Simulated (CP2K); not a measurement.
**C2H4F2 (1,1-difluoroethane) at GFN1-xTB**

What is the vertical ionisation energy of C2H4F2 (1,1-difluoroethane) at GFN1-xTB? 

Program for the calculation: CP2K 2026.2.

1 further run of the same task is left out (set aside as unsound or not needed).

### Step 1. The molecule

The species is C2H4F2 (8 atoms), meant as a singlet with charge 0. As SMILES, `CC(F)F`. The coordinates come from a PBE0-D4/def2-TZVP relaxation.

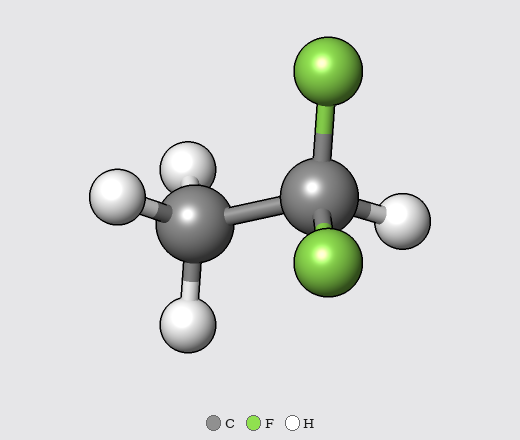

Viewed from a chosen angle; carbon grey, fluorine green, hydrogen white.

### Step 2. The energy at GFN1-xTB

molecule.xyz reads:

```xyz
8

C      0.003300     0.777600     0.023300
C     -0.052000    -0.718200    -0.008200
F      0.925500    -1.243400     0.779100
F      0.168200    -1.172100    -1.271900
H      0.981400     1.111900    -0.325400
H     -0.157200     1.132800     1.041800
H     -0.771000     1.190600    -0.624000
H     -1.006100    -1.136400     0.329500
```

molecule.inp reads:

```
&GLOBAL
   PROJECT molecule
   RUN_TYPE ENERGY
   PRINT_LEVEL MEDIUM
&END GLOBAL

&FORCE_EVAL
   METHOD QUICKSTEP
   &DFT
      &QS
         METHOD XTB
         EPS_DEFAULT 1.0E-10
         &XTB
            GFN_TYPE TBLITE
            &TBLITE
               METHOD GFN1
            &END TBLITE
            CHECK_ATOMIC_CHARGES F
         &END XTB
      &END QS
      &POISSON
         PERIODIC NONE
         POISSON_SOLVER ANALYTIC
      &END POISSON
      &SCF
         SCF_GUESS ATOMIC
         EPS_SCF 1.0E-07
         MAX_SCF 150
         ADDED_MOS 2
         &DIAGONALIZATION
            ALGORITHM STANDARD
         &END DIAGONALIZATION
         &MIXING
            METHOD DIRECT_P_MIXING
            ALPHA 0.4
         &END MIXING
         &SMEAR ON
            METHOD FERMI_DIRAC
            ELECTRONIC_TEMPERATURE [K] 300
         &END SMEAR
      &END SCF
      &PRINT
         &MOMENTS
            PERIODIC F
            REFERENCE COM
            MAX_MOMENT 1
         &END MOMENTS
         &MO ON
            ENERGIES T
            OCCUPATION_NUMBERS T
            NDIGITS 6
            &EACH
               QS_SCF 0
            &END EACH
            ADD_LAST NUMERIC
         &END MO
         &HIRSHFELD OFF
         &END HIRSHFELD
      &END PRINT
   &END DFT
   &SUBSYS
      &CELL
         ABC 10 10.4 10.3
         PERIODIC NONE
      &END CELL
      &TOPOLOGY
         COORD_FILE_NAME molecule.xyz
         COORD_FILE_FORMAT XYZ
         &CENTER_COORDINATES
         &END CENTER_COORDINATES
      &END TOPOLOGY
   &END SUBSYS
&END FORCE_EVAL
```

Run with:

```
$ OMP_NUM_THREADS=1 cp2k.psmp -i molecule.inp -o molecule.out
```

The program printed:

```text
CP2K| version string:                                       CP2K version 2026.2
[...]
 GLOBAL| Method name                                                        CP2K
[...]
 GLOBAL| Run type                                                         ENERGY
[...]
                             - Atoms:                                          8
[...]
                             - Spherical basis functions:                     24
[...]
 Number of electrons:                                                         26
[...]
  *** SCF run converged in    12 steps ***
[...]
  Fermi energy:                                                -0.18304420618721
[...]
 TB_DIPOLE| Moment [Debye]         -1.67174250       1.95211448       0.68549486
 TB_DIPOLE| Derivative [a.u.]       0.00000000       0.00000000       0.00000000
[...]
 ENERGY| Total FORCE_EVAL ( QS ) energy [hartree]            -16.682210017612540
[...]
```

Run time: 0.26 s. Hardware: 1 thread of Arm Neoverse V1, shared host.

### Step 3. The doublet cation at the same level

molecule.xyz is that of step 2.

calc.inp reads:

```
&GLOBAL
    PROJECT calc
    RUN_TYPE ENERGY
    PRINT_LEVEL MEDIUM
&END GLOBAL
&FORCE_EVAL
    METHOD QUICKSTEP
    &DFT
        CHARGE 1
        MULTIPLICITY 2
        UKS T
        &QS
            METHOD XTB
            EPS_DEFAULT 1.0E-10
            &XTB
                GFN_TYPE TBLITE
                &TBLITE
                    METHOD GFN1
                &END TBLITE
                CHECK_ATOMIC_CHARGES F
            &END XTB
        &END QS
        &POISSON
            PERIODIC NONE
            POISSON_SOLVER ANALYTIC
        &END POISSON
        &SCF
            SCF_GUESS ATOMIC
            EPS_SCF 1.0E-07
            MAX_SCF 150
            ADDED_MOS 2
            &DIAGONALIZATION
                ALGORITHM STANDARD
            &END DIAGONALIZATION
            &MIXING
                METHOD DIRECT_P_MIXING
                ALPHA 0.4
            &END MIXING
            &SMEAR ON
                METHOD FERMI_DIRAC
                ELECTRONIC_TEMPERATURE [K] 300
                FIXED_MAGNETIC_MOMENT 1.0
            &END SMEAR
        &END SCF
        &PRINT
            &MOMENTS
                PERIODIC F
                REFERENCE COM
                MAX_MOMENT 1
            &END MOMENTS
            &MO ON
                ENERGIES T
                OCCUPATION_NUMBERS T
                NDIGITS 6
                &EACH
                    QS_SCF 0
                &END EACH
                ADD_LAST NUMERIC
            &END MO
            &HIRSHFELD OFF
            &END HIRSHFELD
        &END PRINT
    &END DFT
    &SUBSYS
        &CELL
            ABC 10 10.4 10.3
            PERIODIC NONE
        &END CELL
        &TOPOLOGY
            COORD_FILE_NAME molecule.xyz
            COORD_FILE_FORMAT XYZ
            &CENTER_COORDINATES
            &END CENTER_COORDINATES
        &END TOPOLOGY
    &END SUBSYS
&END FORCE_EVAL
```

Run with:

```
$ OMP_NUM_THREADS=1 cp2k.psmp -i calc.inp > calc.out 2>&1
```

The program printed:

```text
CP2K| version string:                                       CP2K version 2026.2
[...]
 GLOBAL| Method name                                                        CP2K
[...]
 GLOBAL| Run type                                                         ENERGY
[...]
                             - Atoms:                                          8
[...]
                             - Spherical basis functions:                     24
[...]
 Number of electrons:                                                         13
[...]
  *** SCF run converged in    18 steps ***
[...]
  Fermi energy:                                                -0.61426126397550
[...]
 TB_DIPOLE| Moment [Debye]         -2.87840608       3.68909040       1.19152515
 TB_DIPOLE| Derivative [a.u.]       0.00000000       0.00000000       0.00000000
[...]
 ENERGY| Total FORCE_EVAL ( QS ) energy [hartree]            -16.047712578634300
[...]
```

Wall time 0.3 s (1 thread of Arm Neoverse V1, shared host).

### Step 4. What came out

Level: GFN1-xTB.

| quantity | value |
| --- | --- |
| singlet C2H4F2: total energy | -16.68221 Eh |
| singlet C2H4F2: dipole moment (from atomic charges alone) | 2.66 D |
| singlet C2H4F2: HOMO energy | -13.44 eV |
| singlet C2H4F2: LUMO energy | -4.08 eV |
| singlet C2H4F2: HOMO–LUMO gap | 9.36 eV |
| doublet cation: total energy | -16.04771 Eh |
| doublet cation: HOMO energy (highest over α and β) | -21.38 eV |
| doublet cation: LUMO energy (lowest over α and β) | -21.04 eV |
| vertical ionisation energy (to the doublet cation) | 17.266 eV |

**Reading.** The vertical ionisation energy comes to 17.27 eV (398 kcal/mol). No empirical shift is applied, and without it xTB methods put this difference several eV too high. The dipole (singlet C2H4F2) comes from point charges on the atoms alone, without atomic dipoles, so it is partial.
